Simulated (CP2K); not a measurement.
# One shape, several levels: singlet C2H5BN−

We compute a comparison of 4 runs (B3LYP/6-31G*, revPBE-D3(BJ)/TZV2P-MOLOPT-PBE-GTH, AM1, PM3) of singlet C2H5BN−. 

The calculation is run with CP2K 2026.2.

6 further runs of the same task are left out: 3 that didn't finish, 3 set aside as unsound or not needed.

### Step 1. The molecule

The species is C2H5BN− (9 atoms), meant as a singlet with charge -1. SMILES of the parent species: `B[N]C=C`. The coordinates come from a PBE0-D4/def2-TZVP relaxation. This is one conformer, not always the lowest. That shape belongs to the parent species and isn't relaxed for this state.

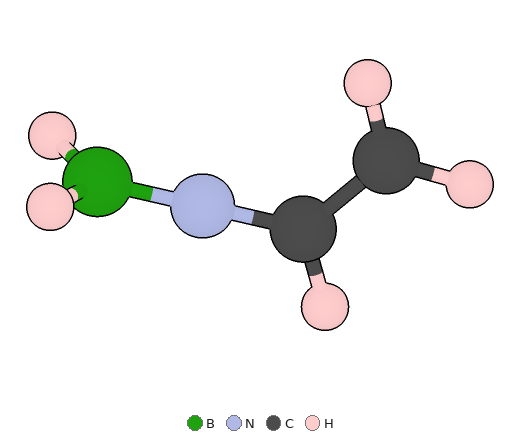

Viewed from a chosen angle; boron green, nitrogen light blue, carbon dark grey, hydrogen pink.

### Step 2. The energy at B3LYP/6-31G(d) (spherical functions) (run 1)

molecule.xyz

```xyz
9

B     -0.864600     1.674800    -0.110400
N     -0.486400     0.387700    -0.106200
C     -0.126200    -0.844400    -0.102100
C      1.161000    -1.270600     0.212300
H     -1.300900     2.164000     0.896800
H     -0.758900     2.316900    -1.120700
H     -0.871400    -1.601800    -0.359600
H      1.410600    -2.323300     0.200400
H      1.925400    -0.549500     0.472300
```

calc.inp

```
&GLOBAL
 PROJECT_NAME calc
 RUN_TYPE ENERGY
 PRINT_LEVEL MEDIUM
&END GLOBAL
&FORCE_EVAL
 METHOD QUICKSTEP
 &DFT
  BASIS_SET_FILE_NAME ./6_31gs.basis
  POTENTIAL_FILE_NAME POTENTIAL
  CHARGE -1
  &QS
   METHOD GAPW
   EPS_DEFAULT 1.0E-10
  &END QS
  &MGRID
   CUTOFF 280
   REL_CUTOFF 50
   NGRIDS 4
  &END MGRID
  &POISSON
   PERIODIC NONE
   POISSON_SOLVER WAVELET
  &END POISSON
  &SCF
   SCF_GUESS ATOMIC
   EPS_SCF 1.0E-06
   MAX_SCF 40
   &OT
    MINIMIZER DIIS
    PRECONDITIONER FULL_ALL
   &END OT
   &OUTER_SCF
    EPS_SCF 1.0E-06
    MAX_SCF 8
   &END OUTER_SCF
  &END SCF
  &XC
   &XC_FUNCTIONAL
    &HYB_GGA_XC_B3LYP
    &END HYB_GGA_XC_B3LYP
   &END XC_FUNCTIONAL
   &HF
    FRACTION 0.2
    &SCREENING
     EPS_SCHWARZ 1.0E-10
    &END SCREENING
    &MEMORY
     MAX_MEMORY 1050
    &END MEMORY
   &END HF
  &END XC
  &PRINT
   &MOMENTS
    PERIODIC F
    REFERENCE COM
    MAX_MOMENT 1
   &END MOMENTS
   &MO_CUBES
    NLUMO 3
    NHOMO -1
    WRITE_CUBE F
   &END MO_CUBES
   &LOWDIN ON
   &END LOWDIN
   &HIRSHFELD OFF
   &END HIRSHFELD
  &END PRINT
 &END DFT
 &SUBSYS
  &CELL
   ABC 14.6 14.6 14.6
   PERIODIC NONE
  &END CELL
  &TOPOLOGY
   COORD_FILE_NAME molecule.xyz
   COORD_FILE_FORMAT XYZ
   &CENTER_COORDINATES
   &END CENTER_COORDINATES
  &END TOPOLOGY
  &KIND B
   BASIS_SET 6-31Gs
   POTENTIAL ALL
   LEBEDEV_GRID 194
   RADIAL_GRID 100
  &END KIND
  &KIND N
   BASIS_SET 6-31Gs
   POTENTIAL ALL
   LEBEDEV_GRID 194
   RADIAL_GRID 100
  &END KIND
  &KIND C
   BASIS_SET 6-31Gs
   POTENTIAL ALL
   LEBEDEV_GRID 194
   RADIAL_GRID 100
  &END KIND
  &KIND H
   BASIS_SET 6-31Gs
   POTENTIAL ALL
   LEBEDEV_GRID 194
   RADIAL_GRID 100
  &END KIND
 &END SUBSYS
&END FORCE_EVAL
```

Command:

```console
$ OMP_NUM_THREADS=1 cp2k.psmp -i calc.inp > calc.out 2>&1
```

Log:

```text
CP2K| version string:                                       CP2K version 2026.2
[...]
 GLOBAL| Method name                                                        CP2K
[...]
 GLOBAL| Run type                                                         ENERGY
[...]
 DFT| Spin restricted Kohn-Sham (RKS) calculation                            RKS
 DFT| Multiplicity                                                             1
[...]
 DFT| Charge                                                                  -1
[...]
 FUNCTIONAL| HYB_GGA_XC_B3LYP:
[...]
 QS| Method:                                                                GAPW
[...]
 QS| Density cutoff [a.u.]:                                                140.0
[...]
 QS| Relative density cutoff [a.u.]:                                        25.0
[...]
                             - Atoms:                                          9
[...]
                             - Spherical basis functions:                     66
[...]
 Number of electrons:                                                         30
[...]
     1 OT DIIS     0.15E+00   10.5     0.27752180      -149.6552425430 -1.50E+02
[...]
     7 OT DIIS     0.15E+00    5.9     0.00000026      -158.8111425539 -1.46E-10
  *** SCF run converged in     7 steps ***
[...]
  Overlap energy of the core charge distribution:               0.00003068174799
  Self energy of the core charge distribution:               -129.32977758444090
  Core Hamiltonian energy:                                    -25.55314088315493
  Hartree energy:                                              50.57330830150757
  Exchange-correlation energy:                                 -7.86725687337096
  Hartree-Fock Exchange energy:                                -4.57485196409689
[...]
 ENERGY| Total FORCE_EVAL ( QS ) energy [hartree]           -158.811142553919439
[...]
```

It took 5.2 min on 1 thread of Intel Xeon at 2.70GHz, shared host; peak memory 1.3 GiB.

### Step 3. The energy at revPBE-D3(BJ)/TZV2P-MOLOPT-PBE-GTH (core potential) (run 2)

molecule.xyz is that of step 2.

job.inp

```
&FORCE_EVAL
  METHOD Quickstep
  &DFT
    BASIS_SET_FILE_NAME BASIS_MOLOPT_UZH
    POTENTIAL_FILE_NAME POTENTIAL_UZH
    CHARGE -1
    &QS
      METHOD GPW
      EPS_DEFAULT 1.0E-10
    &END QS
    &MGRID
      CUTOFF 400
      REL_CUTOFF 50
      NGRIDS 4
    &END MGRID
    &POISSON
      PERIODIC NONE
      POISSON_SOLVER WAVELET
    &END POISSON
    &SCF
      SCF_GUESS ATOMIC
      EPS_SCF 1.0E-06
      MAX_SCF 150
      ADDED_MOS 3
      &DIAGONALIZATION
        ALGORITHM STANDARD
      &END DIAGONALIZATION
      &MIXING
        METHOD BROYDEN_MIXING
        ALPHA 0.3
        NBUFFER 8
      &END MIXING
    &END SCF
    &XC
      &XC_FUNCTIONAL
        &PBE
          PARAMETRIZATION REVPBE
        &END PBE
      &END XC_FUNCTIONAL
      &VDW_POTENTIAL
        POTENTIAL_TYPE PAIR_POTENTIAL
        &PAIR_POTENTIAL
          TYPE DFTD3(BJ)
          PARAMETER_FILE_NAME dftd3.dat
          REFERENCE_FUNCTIONAL revPBE
          R_CUTOFF 15
        &END PAIR_POTENTIAL
      &END VDW_POTENTIAL
    &END XC
    &PRINT
      &MOMENTS
        PERIODIC F
        REFERENCE COM
        MAX_MOMENT 1
      &END MOMENTS
      &MO ON
        ENERGIES T
        OCCUPATION_NUMBERS T
        NDIGITS 6
        &EACH
          QS_SCF 0
        &END EACH
        ADD_LAST NUMERIC
      &END MO
      &HIRSHFELD OFF
      &END HIRSHFELD
    &END PRINT
  &END DFT
  &SUBSYS
    &CELL
      ABC 14.6 14.6 14.6
      PERIODIC NONE
    &END CELL
    &TOPOLOGY
      COORD_FILE_NAME molecule.xyz
      COORD_FILE_FORMAT XYZ
      &CENTER_COORDINATES
      &END CENTER_COORDINATES
    &END TOPOLOGY
    &KIND B
      BASIS_SET TZV2P-MOLOPT-PBE-GTH-q3
      POTENTIAL GTH-PBE-q3
    &END KIND
    &KIND N
      BASIS_SET TZV2P-MOLOPT-PBE-GTH-q5
      POTENTIAL GTH-PBE-q5
    &END KIND
    &KIND C
      BASIS_SET TZV2P-MOLOPT-PBE-GTH-q4
      POTENTIAL GTH-PBE-q4
    &END KIND
    &KIND H
      BASIS_SET TZV2P-MOLOPT-PBE-GTH-q1
      POTENTIAL GTH-PBE-q1
    &END KIND
  &END SUBSYS
&END FORCE_EVAL

&GLOBAL
  PROJECT_NAME job
  RUN_TYPE ENERGY
  PRINT_LEVEL MEDIUM
&END GLOBAL
```

Command:

```console
$ OMP_NUM_THREADS=1 cp2k.psmp -i job.inp -o job.out
```

Log:

```text
CP2K| version string:                                       CP2K version 2026.2
[...]
 GLOBAL| Method name                                                        CP2K
[...]
 GLOBAL| Run type                                                         ENERGY
[...]
 DFT| Spin restricted Kohn-Sham (RKS) calculation                            RKS
 DFT| Multiplicity                                                             1
[...]
 DFT| Charge                                                                  -1
[...]
 FUNCTIONAL| PBE:
[...]
 QS| Method:                                                                 GPW
[...]
 QS| Density cutoff [a.u.]:                                                200.0
[...]
 QS| Relative density cutoff [a.u.]:                                        25.0
[...]
                             - Atoms:                                          9
[...]
                             - Spherical basis functions:                    186
[...]
 Number of electrons:                                                         22
[...]
     1 NoMix/Diag. 0.30E+00   11.9     1.30152445       -26.9762586251 -2.70E+01
[...]
  *** SCF run converged in    26 steps ***
[...]
  Overlap energy of the core charge distribution:               0.00000766311254
  Self energy of the core charge distribution:                -64.59686312627835
  Core Hamiltonian energy:                                     20.46485107538910
  Hartree energy:                                              26.10779423377031
  Exchange-correlation energy:                                 -9.13232658634115
  Dispersion energy:                                           -0.01362148357353
  Total energy:                                               -27.17015822392108
[...]
 ENERGY| Total FORCE_EVAL ( QS ) energy [hartree]            -27.170158223921078
[...]
```

Wall time 6 min (1 thread of Intel Xeon at 2.70GHz, shared host); peak memory 3.8 GiB.

Run 3 isn't shown in full; the table further down has it.

### Step 4. A single-point energy at PM3 (run 4)

run.inp

```
&GLOBAL
  PROJECT run
  RUN_TYPE ENERGY
  PRINT_LEVEL MEDIUM
&END
&FORCE_EVAL
  METHOD QS
  &DFT
    CHARGE -1
    &QS
      METHOD PM3
      EPS_DEFAULT 1.0E-10
      &SE
        &COULOMB
          CUTOFF [angstrom] 50
          RC_RANGE [angstrom] 0
        &END
        &EXCHANGE
          CUTOFF [angstrom] 50
          RC_RANGE [angstrom] 0
        &END
      &END
    &END
    &POISSON
      PERIODIC NONE
      POISSON_SOLVER ANALYTIC
    &END
    &SCF
      SCF_GUESS ATOMIC
      EPS_SCF 1.0E-07
      MAX_SCF 80
      ADDED_MOS 4
      &DIAGONALIZATION
        ALGORITHM STANDARD
      &END
      &MIXING
        METHOD DIRECT_P_MIXING
        ALPHA 0.4
      &END
    &END
    ! extra output
    &PRINT
      &MOMENTS
        PERIODIC F
        REFERENCE COM
        MAX_MOMENT 1
      &END
      &MO ON
        ENERGIES T
        OCCUPATION_NUMBERS T
        NDIGITS 6
        &EACH
          QS_SCF 0
        &END
        ADD_LAST NUMERIC
      &END
      &HIRSHFELD OFF
      &END
    &END
  &END
  ! structure
  &SUBSYS
    ! vacuum box
    &CELL
      ABC 15.2 16.6 14
      PERIODIC NONE
    &END
    &COORD
      B     -0.864600     1.674800    -0.110400
      N     -0.486400     0.387700    -0.106200
      C     -0.126200    -0.844400    -0.102100
      C      1.161000    -1.270600     0.212300
      H     -1.300900     2.164000     0.896800
      H     -0.758900     2.316900    -1.120700
      H     -0.871400    -1.601800    -0.359600
      H      1.410600    -2.323300     0.200400
      H      1.925400    -0.549500     0.472300
    &END
    &TOPOLOGY
      &CENTER_COORDINATES
      &END
    &END
  &END
&END
```

Command:

```console
$ OMP_NUM_THREADS=1 cp2k.psmp -i run.inp -o run.out
```

Log:

```text
CP2K| version string:                                       CP2K version 2026.2
[...]
 GLOBAL| Method name                                                        CP2K
[...]
 GLOBAL| Run type                                                         ENERGY
[...]
                             - Atoms:                                          9
[...]
                             - Spherical basis functions:                     21
[...]
 Number of electrons:                                                         22
[...]
     1 P_Mix/Diag. 0.40E+00    0.0     0.77346269       -13.8638796753 -1.39E+01
[...]
    26 DIIS/Diag.  0.76E-07    0.0     0.00000007       -19.6099026318 -2.84E-14
  *** SCF run converged in    26 steps ***
  Core-core repulsion energy [eV]:                           1142.23463677025507
  Core Hamiltonian energy [eV]:                              -832.96067701942491
  Two-electron integral energy [eV]:                        -1685.77309531055198
  Electronic energy [eV]:                                   -1675.84722467470101
  Total energy [eV]:                                         -533.61258790444583
  Atomic reference energy [eV]:                               534.45246364291006
  Heat of formation [kcal/mol]:                                19.36799617422848
[...]
 SE_DIPOLE| Moment [Debye]          0.55358182       2.30496984       0.32302419
 SE_DIPOLE| Derivative [a.u.]       0.00000000       0.00000000       0.00000000
 ENERGY| Total FORCE_EVAL ( QS ) energy [hartree]            -19.609902631830963
[...]
```

Run time: 1.5 s. Hardware: 1 thread of Intel Xeon at 2.70GHz, shared host; peak memory 0.19 GiB.

### Step 5. Overview of the runs

| run | level | core potential | scheme | energy (Eh) | HOMO energy (eV) | LUMO energy (eV) | HOMO–LUMO gap (eV) | wall time |
| --- | --- | --- | --- | --- | --- | --- | --- | --- |
| 1 | B3LYP/6-31G* (spherical functions) | none | GAPW | -158.811143 | 1.43 | 6.34 | 4.91 | 5.2 min |
| 2 | revPBE-D3(BJ)/TZV2P-MOLOPT-PBE-GTH (core potential) | GTH-PBE | GPW | -27.170158 | 1.56 | 4.61 | 3.05 | 6 min |
| 3 | AM1 | – | – | -22.089113 | – | – | – | 1.8 s |
| 4 | PM3 | – | – | -19.609903 | -1.81 | 6.37 | 8.18 | 1.5 s |

### Step 6. What came out

```
                quantity          value
     run 4: total energy   -19.60990 Eh
      run 4: HOMO energy       -1.81 eV
      run 4: LUMO energy        6.37 eV
    run 4: HOMO–LUMO gap        8.18 eV
run 4: heat of formation  19.4 kcal/mol
```

**Reading.** Over runs 1, 2, 4 the HOMO–LUMO gap runs from 3.05 eV (revPBE-D3(BJ)/TZV2P-MOLOPT-PBE-GTH) to 8.18 eV (PM3). The two ends differ in method and basis and Hamiltonian and core potential. The empty levels of an anion lie above zero and hang on the basis. Totals of different functionals can't be ranked against each other. Some runs of one species differ in core potentials or relativity; totals across that change don't compare. In runs 1, 2 the HOMO lies above zero, so the outermost electron may be held by the basis alone. Force-field and semi-empirical energies have zeros of their own, so their totals don't compare. All runs together took 11 min, the longest 6 min.
